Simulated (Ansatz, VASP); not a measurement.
**Al5AgS8 (Al5AgS8 (F-43m)) in two plane-wave programs**

Aim: how closely do two programs agree when they are given the same cell, functional and k mesh?

Method: plane waves, with VASP 6.6.1 beside it; single point at PBEsol, in Ansatz 0.2.0.

### Step 1. The starting structure

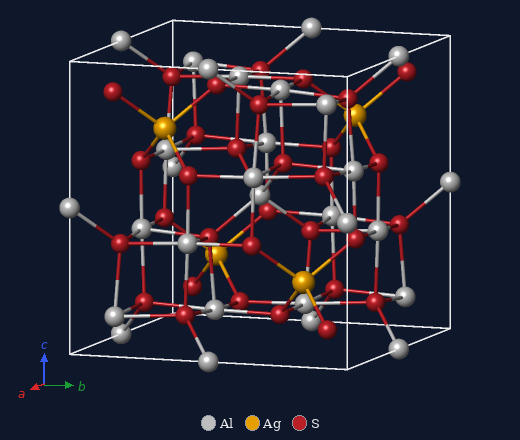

The starting structure, seen slightly off an axis (aluminium light grey, silver orange, sulfur red). Some periodic images of atoms are drawn too.

The cell holds 56 atoms: 20 Al, 4 Ag and 32 S. Its edges and angles: a = 10.067 Å, b = 10.067 Å, c = 10.067 Å, α = 90.0°, β = 90.0°, γ = 90.0°. It derives from Al5AgS8 (Al5AgS8 (F-43m)).

### Step 2. VASP: single point, PBEsol

A single point gives forces, pressure and levels at one fixed geometry, so differences don't come from the geometry; what else differs is listed under the comparison.

Lines of VASP's logs that name or quote its potential files are left out, and so is its time.

The input, INCAR:

```
SYSTEM = Al5AgS8
PREC = Normal
ENCUT = 300
EDIFF = 1E-05
NELM = 120
ISMEAR = 0
SIGMA = 0.05
LREAL = Auto
ALGO = Fast
GGA = PS
LORBIT = 11
LWAVE = .FALSE.
LCHARG = .FALSE.
NCORE = 4
```

The input, POSCAR:

```
Al5AgS8
1.0
   10.0673453480      0.0000000000      0.0000000000
    0.0000000000      0.0000000000    -10.0673453480
    0.0000000000     10.0673453480      0.0000000000
Al Ag S
20 4 32
Direct
    0.6185261051      0.3814738949      0.1185261051
    0.1185261051      0.3814738949      0.6185261051
    0.1185261051      0.8814738949      0.1185261051
    0.6185261051      0.8814738949      0.6185261051
    0.8814738948      0.3814738949      0.3814738949
    0.3814738949      0.3814738949      0.8814738948
    0.3814738949      0.8814738949      0.3814738949
    0.8814738948      0.8814738949      0.8814738948
    0.8814738948      0.1185261051      0.1185261051
    0.3814738949      0.1185261051      0.6185261051
    0.3814738949      0.6185261052      0.1185261051
    0.8814738948      0.6185261052      0.6185261051
    0.6185261051      0.1185261051      0.3814738949
    0.1185261051      0.1185261051      0.8814738948
    0.1185261051      0.6185261052      0.3814738949
    0.6185261051      0.6185261052      0.8814738948
    0.0000000000      0.0000000000      0.5000000000
    0.5000000000      0.0000000000      0.0000000000
    0.5000000000      0.5000000000      0.5000000000
    0.0000000000      0.5000000000      0.0000000000
    0.2500000000      0.7500000000      0.7500000000
    0.7500000000      0.7500000000      0.2500000000
    0.7500000000      0.2500000000      0.7500000000
    0.2500000000      0.2500000000      0.2500000000
    0.3861298346      0.6138701654      0.8861298346
    0.8861298346      0.6138701654      0.3861298346
    0.8861298346      0.1138701654      0.8861298346
    0.3861298346      0.1138701654      0.3861298346
    0.1138701605      0.6138701654      0.6138701605
    0.6138701605      0.6138701654      0.1138701605
    0.6138701605      0.1138701654      0.6138701605
    0.1138701605      0.1138701654      0.1138701605
    0.1138701605      0.8861298396      0.8861298346
    0.6138701605      0.8861298396      0.3861298346
    0.6138701605      0.3861298395      0.8861298346
    0.1138701605      0.3861298395      0.3861298346
    0.3861298346      0.8861298396      0.6138701605
    0.8861298346      0.8861298396      0.1138701605
    0.8861298346      0.3861298395      0.6138701605
    0.3861298346      0.3861298395      0.1138701605
    0.8664006409      0.1335993591      0.3664006409
    0.3664006409      0.1335993591      0.8664006409
    0.3664006409      0.6335993591      0.3664006409
    0.8664006409      0.6335993591      0.8664006409
    0.1335993592      0.1335993591      0.6335993592
    0.6335993592      0.1335993591      0.1335993592
    0.6335993592      0.6335993591      0.6335993592
    0.1335993592      0.6335993591      0.1335993592
    0.1335993592      0.8664006408      0.3664006409
    0.6335993592      0.8664006408      0.8664006409
    0.6335993592      0.3664006408      0.3664006409
    0.1335993592      0.3664006408      0.8664006409
    0.8664006409      0.8664006408      0.6335993592
    0.3664006409      0.8664006408      0.1335993592
    0.3664006409      0.3664006408      0.6335993592
    0.8664006409      0.3664006408      0.1335993592
```

The input, KPOINTS:

```
Automatic mesh
0
Gamma
1 1 1
0 0 0
```

The projector-augmented-wave data sets are Al, Ag and S (PBE family, release 64).

Command:

```console
$ mpirun -np 4 vasp_gam
```

Numbers of over 12 decimals in the logs are rounded to 6 here.

What it wrote:

```text
[banner, memory and clock lines left out]
running    4 mpi-ranks, on    1 nodes
[...]
|                                                                             |
|               ----> ADVICE to this user running VASP <----                  |
|                                                                             |
|     You enforced a specific xc type in the INCAR file but a different       |
|     [... a line on the potential file left out ...]
|     I HOPE YOU KNOW WHAT YOU ARE DOING!                                     |
|                                                                             |

 LDA part: xc-table for (Slater+PW92), standard interpolation
 POSCAR, INCAR and KPOINTS ok, starting setup
[...]
entering main loop
       N       E                     dE             d eps       ncg     rms          rms(c)
DAV:   1     0.174610362917E+04    0.17461E+04   -0.10520E+05   354   0.993E+02
DAV:   2    -0.105908454375E+03   -0.18520E+04   -0.17731E+04   460   0.242E+02
DAV:   3    -0.295848630871E+03   -0.18994E+03   -0.18821E+03   412   0.797E+01
DAV:   4    -0.301395490514E+03   -0.55469E+01   -0.55222E+01   412   0.160E+01
[...]
RMM:  14    -0.289623946133E+03   -0.55031E-04   -0.35343E-04   405   0.372E-02    0.448E-02
RMM:  15    -0.289623922914E+03    0.23219E-04   -0.10309E-04   377   0.190E-02    0.268E-02
RMM:  16    -0.289623920487E+03    0.24267E-05   -0.71261E-05   347   0.126E-02
   1 F= -.28962392E+03 E0= -.28962392E+03  d E =-.583202E-13
```

Parts of OUTCAR (step 2):

```text
  Total        1.3001480      1.3001480      1.3001480      0.0000000      0.0000000      0.0000000
  in kB        2.0415428      2.0415428      2.0415428      0.0000000      0.0000000      0.0000000
  external PRESSURE =       2.0415428 kB  Pullay stress =       0.0000000 kB

 POSITION                                       TOTAL-FORCE (eV/Angst)
 -----------------------------------------------------------------------------------
      6.22692      1.19324     -3.84043         0.090575      0.090575      0.090575
      1.19324      6.22692     -3.84043         0.090575      0.090575      0.090575
      1.19324      1.19324     -8.87410         0.090575      0.090575      0.090575
      6.22692      6.22692     -8.87410         0.090575      0.090575      0.090575
      8.87410      3.84043     -3.84043        -0.090575     -0.090575      0.090575
      3.84043      8.87410     -3.84043        -0.090575     -0.090575      0.090575
      3.84043      3.84043     -8.87410        -0.090575     -0.090575      0.090575
      8.87410      8.87410     -8.87410        -0.090575     -0.090575      0.090575
      8.87410      1.19324     -1.19324        -0.090575      0.090575     -0.090575
      3.84043      6.22692     -1.19324        -0.090575      0.090575     -0.090575
      3.84043      1.19324     -6.22692        -0.090575      0.090575     -0.090575
      8.87410      6.22692     -6.22692        -0.090575      0.090575     -0.090575
      6.22692      3.84043     -1.19324         0.090575     -0.090575     -0.090575
      1.19324      8.87410     -1.19324         0.090575     -0.090575     -0.090575
[...]
-----------------------------------------------------------------------------------
    total drift:                                0.000216      0.000208      0.000203

  FREE ENERGIE OF THE ION-ELECTRON SYSTEM (eV)
  ---------------------------------------------------
  free  energy   TOTEN  =      -289.6239204871 eV

  energy  without entropy=     -289.6239204871  energy(sigma->0) =     -289.62392049

[... 3 further parts left out ...]
[key lines of the parts left out:]
E-fermi :   5.7687
```

The run ends at a pressure of 0.20 GPa, with forces up to 0.16 eV/Å.

[end of part 1 of 2]

[Lines on the potential files, build, host, timing and source positions are cut from VASP's logs without a mark.]

[Logs are printed without paths, hosts, clocks, repeated set-up lines and the standing remarks that a program may print on its own settings, such as how far it seeks lower states.]

[Hosts, paths, dates, database ids (printed as entryN), source tags and the programs' standing remarks are cut or masked in the printed files.]
